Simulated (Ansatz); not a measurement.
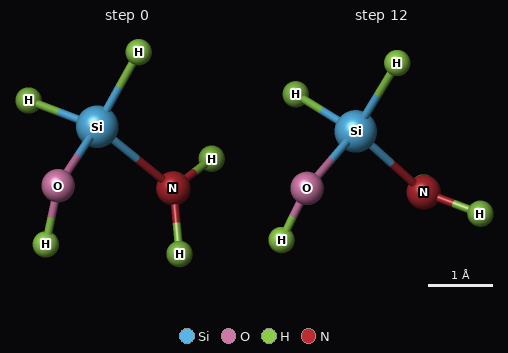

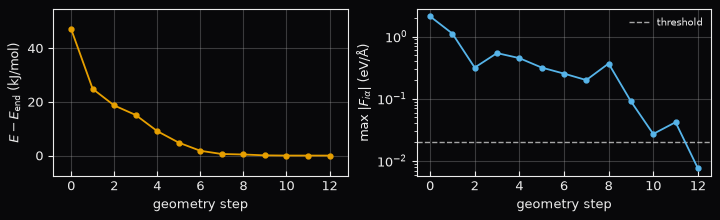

First and last geometry of a relaxation of SiNH5O, with the history of the run. Style: ball-and-stick. Shown from a free direction.

The run prepares the start of a later molecular dynamics calculation, from a guessed geometry.

These are results of RKS PBE-D4/def2-SVP (Ansatz 0.2.0), not measurements.

The input:
```yaml
crystal:
  periodic: [false, false, false]
  atoms:
    - { symbol: Si, position_ang: [0.0, 0.0, 0.0] }
    - { symbol: O, position_ang: [0.0, 0.0, 1.68] }
    - { symbol: H, position_ang: [-0.9095, -0.2814, 2.0171] }
    - { symbol: H, position_ang: [1.3768, 0.0, -0.4862] }
    - { symbol: H, position_ang: [-0.6877, 1.1914, -0.4862] }
    - { symbol: "N", position_ang: [-0.8572, -1.4851, -0.6061] }
    - { symbol: H, position_ang: [-1.3922, -2.1014, 0.0704] }
    - { symbol: H, position_ang: [-0.8219, -1.7344, -1.6357] }
basis:
  gaussian: { orbitals: def2-SVP }
hamiltonian:
  xc: pbe
  dispersion: d4
relax:
  f_tol: 0.02
  max_steps: 40
```

Launched with:
```bash
ansatz run input.yaml --threads 1 --pin off --max-ram 2048MiB --backend cpu --events-out ev --progress --plain --runs-dir out
```

Did the run converge, and what did it change?

It converged. The energy falls by 47.1 kJ/mol in 12 geometry steps. The largest force component goes from 2.1 to 0.0076 eV/Å. H7 moves most after the best rigid fit: 1.00 Å. Largest moves by element: H 1.00 Å, Si 0.10 Å, O 0.10 Å, N 0.08 Å. Near-neighbour distances that change, for instance: Si1–N6 1.819 → 1.735 Å, Si1–H5 1.459 → 1.508 Å, Si1–H4 1.460 → 1.501 Å, N6–H7 1.060 → 1.022 Å. Bond angles that change, for instance: H7–N6–H8 120.0° → 111.7°, O2–Si1–H4 109.5° → 102.0°, H5–Si1–N6 109.5° → 103.8°. Cost: 22 s on 1 thread of Arm Neoverse V2 (shared host), peak memory 0.13 GiB.

```json
{"step": "0", "E − E(0), kJ/mol": "0.00", "largest force component, eV/Å": "2.1139"}
{"step": "1", "E − E(0), kJ/mol": "-22.28", "largest force component, eV/Å": "1.1174"}
{"step": "2", "E − E(0), kJ/mol": "-28.46", "largest force component, eV/Å": "0.3168"}
{"step": "3", "E − E(0), kJ/mol": "-32.02", "largest force component, eV/Å": "0.5421"}
{"step": "4", "E − E(0), kJ/mol": "-38.02", "largest force component, eV/Å": "0.4498"}
{"step": "5", "E − E(0), kJ/mol": "-42.31", "largest force component, eV/Å": "0.3171"}
{"step": "6", "E − E(0), kJ/mol": "-45.34", "largest force component, eV/Å": "0.2536"}
{"step": "7", "E − E(0), kJ/mol": "-46.54", "largest force component, eV/Å": "0.1994"}
{"step": "8", "E − E(0), kJ/mol": "-46.71", "largest force component, eV/Å": "0.3681"}
{"step": "9", "E − E(0), kJ/mol": "-47.04", "largest force component, eV/Å": "0.0908"}
{"step": "10", "E − E(0), kJ/mol": "-47.11", "largest force component, eV/Å": "0.0271"}
{"step": "11", "E − E(0), kJ/mol": "-47.12", "largest force component, eV/Å": "0.0419"}
{"step": "12", "E − E(0), kJ/mol": "-47.12", "largest force component, eV/Å": "0.0076"}
```
